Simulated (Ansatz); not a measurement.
# ClFGaHO: rotation by 180° about the O1–Ga2 bond

How high is the barrier for the rotation by 180° about the O1–Ga2 bond? Relax the two ends, then run a nudged elastic band between them. SMILES of the start: [OH][Ga]([F])[Cl].

Method: RKS PBE/def2-SVPD, in Ansatz 0.2.0.

## Step 1: The starting structure

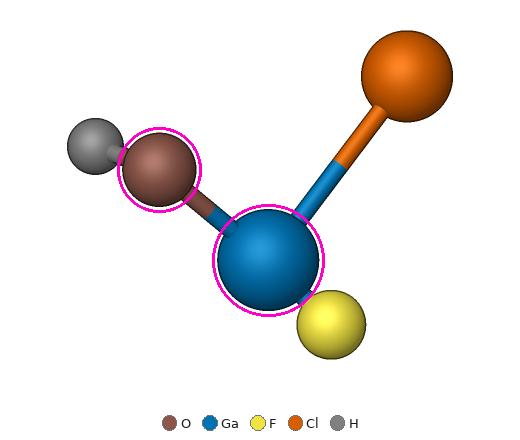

The starting structure, seen from a chosen angle (oxygen brown, gallium blue, fluorine yellow, chlorine orange, hydrogen grey). Ringed: O1, Ga2.

Coordinates:

```xyz
5

O     0.1219   -1.0720    0.5759
Ga   -0.2173   -0.1079   -0.6665
F    -0.2921    0.2333   -1.5545
Cl    1.0139    1.8686    0.3129
H    -0.5765   -0.9956    1.2908
```

## Step 2: End point A

Input file input.yaml:

```yaml
crystal:
  periodic: [false, false, false]
  atoms:
    - { symbol: O, position_ang: [0.1219, -1.072, 0.5759] }
    - { symbol: Ga, position_ang: [-0.2173, -0.1079, -0.6665] }
    - { symbol: F, position_ang: [-0.2921, 0.2333, -1.5545] }
    - { symbol: Cl, position_ang: [1.0139, 1.8686, 0.3129] }
    - { symbol: H, position_ang: [-0.5765, -0.9956, 1.2908] }
basis:
  gaussian: { orbitals: def2-SVPD }
hamiltonian:
  xc: pbe
relax:
  f_tol: 0.015
  max_steps: 40
output:
  orbitals: {}
```

On the command line:

```
$ ansatz run input.yaml --threads 2 --pin off --max-ram 3072MiB --backend cpu --events-out ev --progress --plain --runs-dir out
```

Output, cut to the lines that bear on the results:

```text
Warning: RAYON_NUM_THREADS=2 ignored (pool sized by the plan → 2); use --threads N
[...]
Functional definition: PBE
[...]
1125 factors; their error is unknown
[...]
mean field -69597.94023634 eV, -2557.6771285072 hartree, gradient 6.2e-5 eV, S^2 0.000000; 0 other end points of the search recorded, 0 dependent functions left out
[...]
reference -69597.94028738 eV, -2557.6771303830 hartree; 33, 33 occupied and 86, 86 virtual orbitals, 1125 factors
relax step   1: F+E_penalty+E_count = -69597.94023634 eV  Δ(F+E_penalty+E_count) = +0.000e0 eV  max|allowed force component| = 2.688e2 eV/Å  Δτ_max = 0.0000 Å  (28 SCF iters, accepted)
[...]
relax step   3: F+E_penalty+E_count = -69648.58307256 eV  Δ(F+E_penalty+E_count) = -5.316e0 eV  max|allowed force component| = 2.238e1 eV/Å  Δτ_max = 0.1934 Å  (36 SCF iters, accepted)
[...]
relax step   5: F+E_penalty+E_count = -69652.58272826 eV  Δ(F+E_penalty+E_count) = -7.603e-1 eV  max|allowed force component| = 2.292e0 eV/Å  Δτ_max = 0.2000 Å  (36 SCF iters, accepted)
[...]
relax step   7: F+E_penalty+E_count = -69652.76438611 eV  Δ(F+E_penalty+E_count) = -3.632e-2 eV  max|allowed force component| = 1.147e0 eV/Å  Δτ_max = 0.1076 Å  (37 SCF iters, accepted)
[...]
relax step   9: F+E_penalty+E_count = -69652.81664478 eV  Δ(F+E_penalty+E_count) = -5.226e-2 eV  max|allowed force component| = 4.014e-1 eV/Å  Δτ_max = 0.0973 Å  (31 SCF iters, accepted)
[...]
relax step  10: F+E_penalty+E_count = -69652.82925343 eV  Δ(F+E_penalty+E_count) = -1.261e-2 eV  max|allowed force component| = 9.595e-2 eV/Å  Δτ_max = 0.1000 Å  (37 SCF iters, accepted)
[...]
relax step  11: F+E_penalty+E_count = -69652.83006506 eV  Δ(F+E_penalty+E_count) = -8.116e-4 eV  max|allowed force component| = 1.189e-2 eV/Å  Δτ_max = 0.0132 Å  (32 SCF iters, accepted)
1125 factors; their error is unknown
mean field -69652.83006506 eV, -2559.6942925071 hartree, gradient 7.0e-6 eV, S^2 0.000000; 1 other end points of the search recorded, 0 dependent functions left out
[...]
reference -69652.83011181 eV, -2559.6942942252 hartree; 33, 33 occupied and 86, 86 virtual orbitals, 1125 factors
Total energy: -69652.83011181 eV, -2559.6942942252 hartree
Atom 0 at    -0.428697    -1.234300     0.570174 Å, force    -0.001264    -0.004651     0.001076 eV/Å
Atom 1 at     0.031435     0.201760    -0.393883 Å, force    -0.001082     0.004680    -0.011886 eV/Å
Atom 2 at    -0.340601     0.140770    -2.118904 Å, force    -0.002379    -0.004172    -0.003327 eV/Å
Atom 3 at     0.986438     1.961731     0.388298 Å, force     0.003764     0.003841     0.008583 eV/Å
Atom 4 at    -0.198675    -1.143561     1.512915 Å, force     0.000961     0.000302     0.005553 eV/Å
Dipole moment:     0.088405    -0.013793     0.472358 e Å
```

Wall time 23 s (2 threads of AMD EPYC 7B13 (Zen 3), shared host); peak memory 0.18 GiB.

Step by step:

```
step  energy from step 1 (eV)  largest force component (eV/Å)
   1                   0.0000                        268.7866
   2                 -45.3264                         39.4571
   3                 -50.6428                         22.3803
   4                 -53.8822                          7.5381
   5                 -54.6425                          2.2921
   6                 -54.7878                          0.6268
   7                 -54.8242                          1.1473
  8x                 -54.7227                          3.4558
   9                 -54.8764                          0.4014
  10                 -54.8890                          0.0959
  11                 -54.8898                          0.0119
```

Step 1 is the start. 1 step was tried and not accepted (marked x).

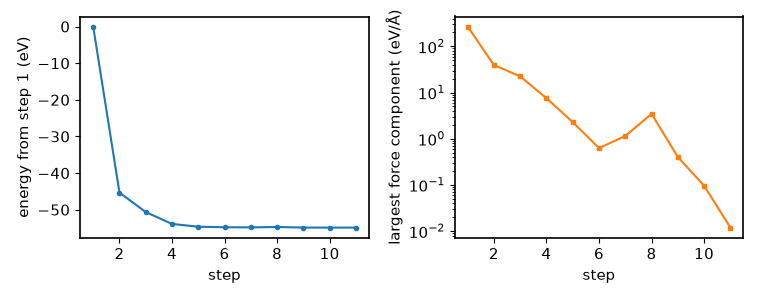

How energy and force went from step to step.

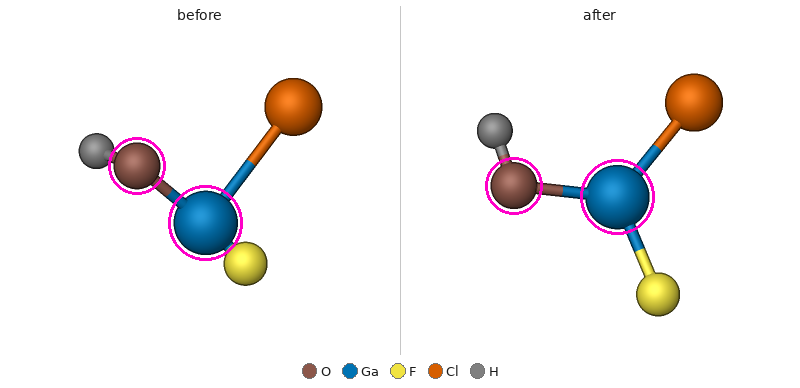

The structure before (left) and after (right), drawn at the same scale.

After: Bond lengths: O1–Ga2 1.790 Å, Ga2–F3 1.766 Å, Ga2–Cl4 2.150 Å, O1–H5 0.975 Å. Angles: O1–Ga2–F3 116.4°, O1–Ga2–Cl4 125.1°, F3–Ga2–Cl4 118.5°, Ga2–O1–H5 112.7°.

## Step 3: Relaxing end B

The second end starts from a geometry with the move made by hand.

Input file input.yaml:

```yaml
crystal:
  periodic: [false, false, false]
  atoms:
    - { symbol: O, position_ang: [0.1219, -1.072, 0.5759] }
    - { symbol: Ga, position_ang: [-0.2173, -0.1079, -0.6665] }
    - { symbol: F, position_ang: [-0.52456, 0.63683, -1.1779] }
    - { symbol: Cl, position_ang: [-1.51957, -1.88241, -1.90619] }
    - { symbol: H, position_ang: [-0.5765, -0.9956, 1.2908] }
basis:
  gaussian: { orbitals: def2-SVPD }
hamiltonian:
  xc: pbe
relax:
  f_tol: 0.015
  max_steps: 40
```

On the command line:

```
$ ansatz run input.yaml --threads 2 --pin off --max-ram 3072MiB --backend cpu --events-out ev --progress --plain --runs-dir out
```

Output, cut to the lines that bear on the results:

```text
Warning: RAYON_NUM_THREADS=2 ignored (pool sized by the plan → 2); use --threads N
[...]
[... 1 set-up line as earlier in the session ...]
[...]
1125 factors; their error is unknown
[...]
mean field -69597.77522902 eV, -2557.6710646003 hartree, gradient 2.5e-5 eV, S^2 0.000000; 0 other end points of the search recorded, 0 dependent functions left out
[...]
reference -69597.77527812 eV, -2557.6710664043 hartree; 33, 33 occupied and 86, 86 virtual orbitals, 1125 factors
relax step   1: F+E_penalty+E_count = -69597.77522902 eV  Δ(F+E_penalty+E_count) = +0.000e0 eV  max|allowed force component| = 2.257e2 eV/Å  Δτ_max = 0.0000 Å  (29 SCF iters, accepted)
[...]
relax step   4: F+E_penalty+E_count = -69651.69654383 eV  Δ(F+E_penalty+E_count) = -2.869e0 eV  max|allowed force component| = 5.805e0 eV/Å  Δτ_max = 0.1942 Å  (36 SCF iters, accepted)
[...]
relax step  12: F+E_penalty+E_count = -69652.83601166 eV  Δ(F+E_penalty+E_count) = -7.163e-5 eV  max|allowed force component| = 1.865e-3 eV/Å  Δτ_max = 0.0048 Å  (33 SCF iters, accepted)
1125 factors; their error is unknown
mean field -69652.83601166 eV, -2559.6945110407 hartree, gradient 8.0e-6 eV, S^2 0.000000; 1 other end points of the search recorded, 0 dependent functions left out
[...]
reference -69652.83605765 eV, -2559.6945127306 hartree; 33, 33 occupied and 86, 86 virtual orbitals, 1125 factors
Total energy: -69652.83605765 eV, -2559.6945127306 hartree
Atom 0 at    -0.279229    -1.288717     0.863277 Å, force    -0.000495    -0.001766    -0.000367 eV/Å
Atom 1 at    -0.660202    -0.666711    -0.772979 Å, force    -0.000395    -0.001239    -0.000635 eV/Å
Atom 2 at    -0.438132     1.064520    -1.104512 Å, force    -0.000066    -0.000180    -0.000044 eV/Å
Atom 3 at    -1.371396    -1.950145    -2.325973 Å, force     0.000464     0.001319     0.000704 eV/Å
Atom 4 at     0.032929    -0.580028     1.456297 Å, force     0.000492     0.001865     0.000343 eV/Å
Dipole moment:     0.074534     0.008983     0.239740 e Å
```

It took 23 s on 2 threads of AMD EPYC 7B13 (Zen 3), shared host; peak memory 0.18 GiB.

Relaxation path:

```
step  energy from step 1 (eV)  largest force component (eV/Å)
   1                   0.0000                        225.7483
   2                 -45.5955                         32.9178
   3                 -51.0519                         18.4958
   4                 -53.9213                          5.8048
   5                 -54.8389                          0.9094
   6                 -54.8829                          1.8815
   7                 -54.9759                          0.4686
   8                 -55.0547                          0.1878
   9                 -55.0581                          0.1139
  10                 -55.0600                          0.0627
  11                 -55.0607                          0.0198
  12                 -55.0608                          0.0019
```

Step 1 is the start.

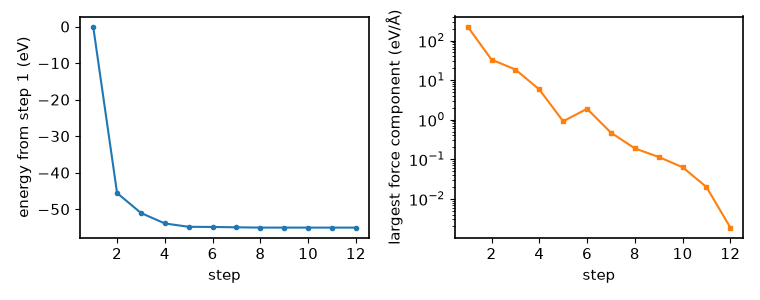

How energy and force went from step to step.

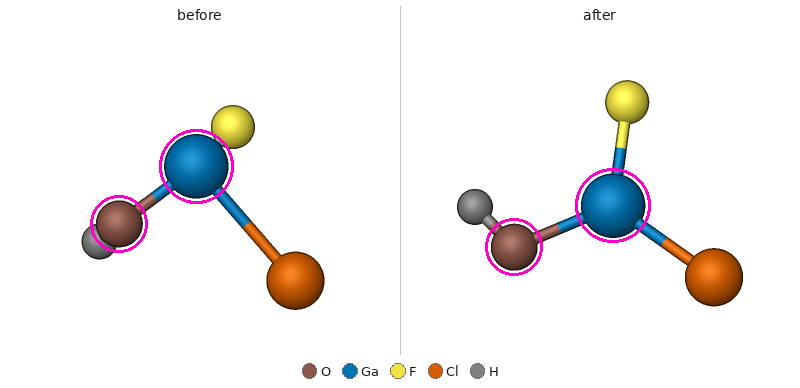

The structure before (left) and after (right), drawn at the same scale.

After: Bond lengths: O1–Ga2 1.791 Å, Ga2–F3 1.777 Å, Ga2–Cl4 2.137 Å, O1–H5 0.975 Å. Angles: O1–Ga2–F3 118.8°, O1–Ga2–Cl4 121.7°, F3–Ga2–Cl4 119.4°, Ga2–O1–H5 111.8°.

## Step 4: Nudged elastic band

crystal.atoms is end A as relaxed above, and neb.final_atoms is end B, turned to lie on A. With 9 inner images the band has 11 in all.

Input file input.yaml:

```yaml
crystal:
  periodic: [false, false, false]
  atoms:
    - { symbol: O, position_ang: [-0.428697, -1.2343, 0.570174] }
    - { symbol: Ga, position_ang: [0.031435, 0.20176, -0.393883] }
    - { symbol: F, position_ang: [-0.340601, 0.14077, -2.118904] }
    - { symbol: Cl, position_ang: [0.986438, 1.961731, 0.388298] }
    - { symbol: H, position_ang: [-0.198675, -1.143561, 1.512915] }
basis:
  gaussian: { orbitals: def2-SVPD }
hamiltonian:
  xc: pbe
neb:
  order_check: false
  images: 9
  f_tol: 0.05
  max_iterations: 60
  initial_path: idpp
  final_atoms:
    - { symbol: O, position_ang: [-0.15860563, -0.86990779, 1.09311648] }
    - { symbol: Ga, position_ang: [0.12582512, 0.32836445, -0.20788635] }
    - { symbol: F, position_ang: [-0.38382597, -0.06716744, -1.86324139] }
    - { symbol: Cl, position_ang: [1.05825134, 2.21076798, 0.18189357] }
    - { symbol: H, position_ang: [-0.59174486, -1.6756572, 0.75471769] }
```

On the command line:

```
$ ansatz run input.yaml --threads 2 --pin off --max-ram 3072MiB --backend cpu --events-out ev --progress --plain --runs-dir out
```

Output, cut to the lines that bear on the results:

```text
Warning: RAYON_NUM_THREADS=2 ignored (pool sized by the plan → 2); use --threads N
[...]
[... 1 set-up line as earlier in the session ...]
[...]
1125 factors; their error is unknown
[...]
mean field -69652.83008130 eV, -2559.6942931037 hartree, gradient 7.3e-5 eV, S^2 0.000000; 0 other end points of the search recorded, 0 dependent functions left out
[...]
reference -69652.83012814 eV, -2559.6942948252 hartree; 33, 33 occupied and 86, 86 virtual orbitals, 1125 factors
1125 factors; their error is unknown
[...]
mean field -69652.83600490 eV, -2559.6945107920 hartree, gradient 3.3e-5 eV, S^2 0.000000; 0 other end points of the search recorded, 0 dependent functions left out
[...]
reference -69652.83605087 eV, -2559.6945124816 hartree; 33, 33 occupied and 86, 86 virtual orbitals, 1125 factors
NEB end point (image 0): max|allowed force component| = 1.199e-2 eV/Å (the criterion of neb.relax_end_points is 1.000e-2)
[...]
NEB iter   7: max|band force component| = 5.407e-1 eV/Å  barrier→ = 0.2265 eV  barrier← = 0.2324 eV  CI = image 5  Δτ_max = 0.1533 Å  (273 SCF iters)
[...]
NEB iter   9: max|band force component| = 7.685e-2 eV/Å  barrier→ = 0.1600 eV  barrier← = 0.1659 eV  CI = image 5  Δτ_max = 0.0101 Å  (285 SCF iters)
[...]
NEB iter  10: max|band force component| = 4.032e-2 eV/Å  barrier→ = 0.1599 eV  barrier← = 0.1658 eV  CI = image 5  Δτ_max = 0.0000 Å  (532 SCF iters)
Total energy: -69652.67020505 eV, -2559.6884177599 hartree
Atom 0 at    -0.663867    -0.827413     0.933012 Å, force     0.031082     0.023873    -0.032607 eV/Å
Atom 1 at     0.028002     0.268065    -0.310283 Å, force    -0.040236     0.002022    -0.007848 eV/Å
Atom 2 at    -0.263668    -0.073655    -2.025677 Å, force     0.011895     0.002317     0.025159 eV/Å
Atom 3 at     1.033224     2.111127     0.136639 Å, force     0.002368    -0.009321    -0.001842 eV/Å
Atom 4 at    -0.083791    -1.551724     1.224909 Å, force    -0.005109    -0.018891     0.017138 eV/Å
Dipole moment:     0.208185    -0.235089     0.296624 e Å
this run last wrote the band of iteration 10 to <dir>
```

It took 2.5 min on 2 threads of AMD EPYC 7B13 (Zen 3), shared host; peak memory 0.18 GiB.

## Step 5: What the band shows

Images 0 and 10 are the ends. Energies count from image 0; the path length is the program's own measure over all atoms.

```
image  path (Å)  energy (eV)  dihedral H5–O1–Ga2–Cl4 (°)  band force (eV/Å)
    0     0.000       0.0000                           0                  -
    1     0.183       0.0162                         -17              0.004
    2     0.367       0.0565                         -36              0.011
    3     0.550       0.1055                         -56              0.027
    4     0.733       0.1449                         -75              0.022
   5*     0.916       0.1599                         -94              0.040
    6     1.102       0.1438                        -113              0.016
    7     1.288       0.1022                        -130              0.015
    8     1.474       0.0512                        -148              0.005
    9     1.660       0.0101                        -164              0.003
   10     1.846      -0.0059                        -180                  -
```

The star marks the climbing image.

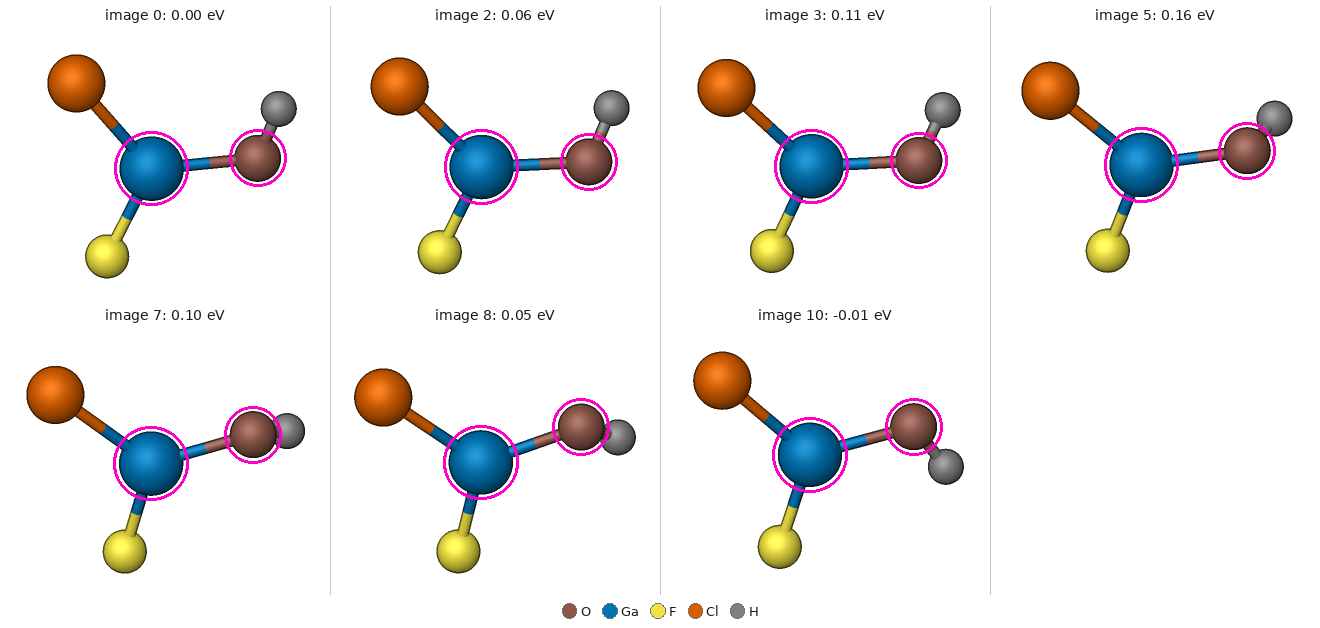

The images of the last band, seen from a free direction. Ringed: O1, Ga2. Sticks join atoms closer than a bonding distance in each image.

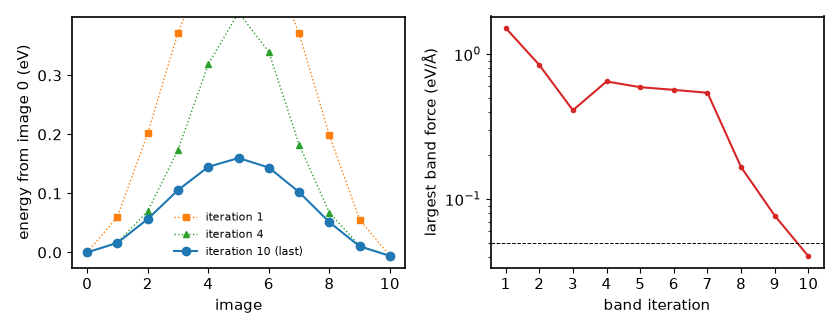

Left: energy of each image for early iterations and the last one (lines only join the points; early values far above the last band run off the scale). Right: the largest band force by iteration, with the threshold dashed.

The top of the band by iteration:

```
iteration  highest image above image 0 (eV)  largest band force (eV/Å)
        1                            0.5492                      1.514
        2                            0.4484                      0.841
        3                            0.4327                      0.409
        4                            0.4065                      0.647
        5                            0.3760                      0.591
        6                            0.2977                      0.566
        7                            0.2265                      0.541
        8                            0.1610                      0.166
        9                            0.1600                      0.077
       10                            0.1599                      0.040
```

The band as a trajectory file:

```xyz
5
image=0 dE=0.0000
O    -0.429   -1.234    0.570
Ga    0.031    0.202   -0.394
F    -0.341    0.141   -2.119
Cl    0.986    1.962    0.388
H    -0.199   -1.144    1.513
5
image=1 dE=0.0162
O    -0.525   -1.177    0.599
Ga    0.024    0.223   -0.371
F    -0.298    0.103   -2.103
Cl    0.985    2.009    0.344
H    -0.136   -1.231    1.490
5
image=2 dE=0.0565
O    -0.609   -1.102    0.652
Ga    0.023    0.239   -0.351
F    -0.261    0.061   -2.087
Cl    0.988    2.046    0.297
H    -0.090   -1.318    1.447
5
image=3 dE=0.1055
O    -0.667   -1.012    0.730
Ga    0.024    0.251   -0.335
F    -0.241    0.016   -2.069
Cl    1.000    2.074    0.246
H    -0.065   -1.402    1.387
5
image=4 dE=0.1449
O    -0.687   -0.916    0.828
Ga    0.025    0.259   -0.323
F    -0.243   -0.029   -2.050
Cl    1.017    2.094    0.192
H    -0.063   -1.483    1.312
5
image=5 dE=0.1599
O    -0.664   -0.827    0.933
Ga    0.028    0.268   -0.310
F    -0.264   -0.074   -2.026
Cl    1.033    2.111    0.137
H    -0.084   -1.552    1.225
5
image=6 dE=0.1438
O    -0.582   -0.756    1.028
Ga    0.029    0.279   -0.302
F    -0.294   -0.115   -2.000
Cl    1.035    2.132    0.086
H    -0.139   -1.613    1.147
5
image=7 dE=0.1022
O    -0.472   -0.714    1.105
Ga    0.037    0.288   -0.290
F    -0.325   -0.157   -1.969
Cl    1.022    2.161    0.040
H    -0.212   -1.651    1.074
5
image=8 dE=0.0512
O    -0.346   -0.703    1.155
Ga    0.049    0.298   -0.277
F    -0.347   -0.201   -1.934
Cl    0.992    2.198    0.002
H    -0.298   -1.665    1.013
5
image=9 dE=0.0101
O    -0.223   -0.720    1.177
Ga    0.071    0.307   -0.262
F    -0.357   -0.246   -1.894
Cl    0.950    2.241   -0.026
H    -0.392   -1.655    0.964
5
image=10 dE=-0.0059
O    -0.194   -0.926    1.041
Ga    0.134    0.337   -0.186
F    -0.339    0.036   -1.872
Cl    1.075    2.186    0.326
H    -0.626   -1.707    0.650
```

## Step 6: Vibrations at the top

The geometry is the highest inner image of the first converged band.

Input file input.yaml:

```yaml
crystal:
  periodic: [false, false, false]
  atoms:
    - { symbol: O, position_ang: [-0.663867, -0.827413, 0.933012] }
    - { symbol: Ga, position_ang: [0.028002, 0.268065, -0.310283] }
    - { symbol: F, position_ang: [-0.263668, -0.073655, -2.025677] }
    - { symbol: Cl, position_ang: [1.033224, 2.111127, 0.136639] }
    - { symbol: H, position_ang: [-0.083791, -1.551724, 1.224909] }
basis:
  gaussian: { orbitals: def2-SVPD }
hamiltonian:
  xc: pbe
phonons: {}
```

On the command line:

```
$ ansatz run input.yaml --threads 2 --pin off --max-ram 3072MiB --backend cpu --events-out ev --progress --plain --runs-dir out
```

Output, cut to the lines that bear on the results:

```text
Warning: RAYON_NUM_THREADS=2 ignored (pool sized by the plan → 2); use --threads N
[...]
[... 1 set-up line as earlier in the session ...]
[...]
1125 factors; their error is unknown
[...]
mean field -69652.67014518 eV, -2559.6884155598 hartree, gradient 5.0e-5 eV, S^2 0.000000; 0 other end points of the search recorded, 0 dependent functions left out
[...]
reference -69652.67019292 eV, -2559.6884173143 hartree; 33, 33 occupied and 86, 86 virtual orbitals, 1125 factors
[...]
1125 factors; their error is unknown
mean field -69652.67015727 eV, -2559.6884160041 hartree, gradient 2.2e-6 eV, S^2 0.000000; 0 other end points of the search recorded, 0 dependent functions left out
[...]
reference -69652.67020501 eV, -2559.6884177585 hartree; 33, 33 occupied and 86, 86 virtual orbitals, 1125 factors
[...]
1125 factors; their error is unknown
[...]
mean field -69652.67000171 eV, -2559.6884102874 hartree, gradient 2.3e-6 eV, S^2 0.000000; 0 other end points of the search recorded, 0 dependent functions left out
[...]
1125 factors; their error is unknown
mean field -69652.67008543 eV, -2559.6884133641 hartree, gradient 8.9e-7 eV, S^2 0.000000; 0 other end points of the search recorded, 0 dependent functions left out
[...]
reference -69652.67013317 eV, -2559.6884151185 hartree; 33, 33 occupied and 86, 86 virtual orbitals, 1125 factors
WARN: phonons: modes at or below zero, which the zero-point energy, F, S and C_V leave out: 1, the lowest at -349.45 cm⁻¹. A minimum has none, and a first-order saddle one
Total energy: -69652.67019292 eV, -2559.6884173143 hartree
Atom 0 at    -0.663867    -0.827413     0.933012 Å, force     0.031121     0.023899    -0.032902 eV/Å
Atom 1 at     0.028002     0.268065    -0.310283 Å, force    -0.040212     0.002198    -0.007711 eV/Å
Atom 2 at    -0.263668    -0.073655    -2.025677 Å, force     0.011826     0.002152     0.025310 eV/Å
Atom 3 at     1.033224     2.111127     0.136639 Å, force     0.002372    -0.009368    -0.001829 eV/Å
Atom 4 at    -0.083791    -1.551724     1.224909 Å, force    -0.005106    -0.018881     0.017131 eV/Å
Dipole moment:     0.208187    -0.235088     0.296623 e Å
Vibrations: -349.45 139.75 167.67 179.66 406.18 633.96 676.58 771.89 3765.06 cm⁻¹, zero-point energy 0.417873 eV
```

Run time: 30 s. Hardware: 2 threads of AMD EPYC 7B13 (Zen 3), shared host; peak memory 0.18 GiB.

Of 9 modes, 1 is imaginary by more than 30 cm⁻¹ (349i cm⁻¹).

## Step 7: Summary of results

| quantity | value |
| --- | --- |
| end A | 9 moves, 54.890 eV lower |
| end B | 11 moves, 55.061 eV lower |
| barrier forwards | 0.16 eV |
| barrier backwards | 0.17 eV |
| second end relative to first | -0.006 eV |
| highest image | 5 of 0 to 10, climbing |
| band iterations | 10 |
| imaginary modes at the top | 349i cm⁻¹ |

**Reading.** The barrier from the first end is 0.16 eV, 6 times kT at 300 K; with a typical attempt rate of 10^13 per second that is roughly 10^10 events a second. The two ends lie within 6 meV of each other. The listed dihedral goes from 0° at end A through -94° at the highest image to -180° at end B. One imaginary mode, as a first-order saddle point has. These are electronic energies, with no zero-point or thermal terms.
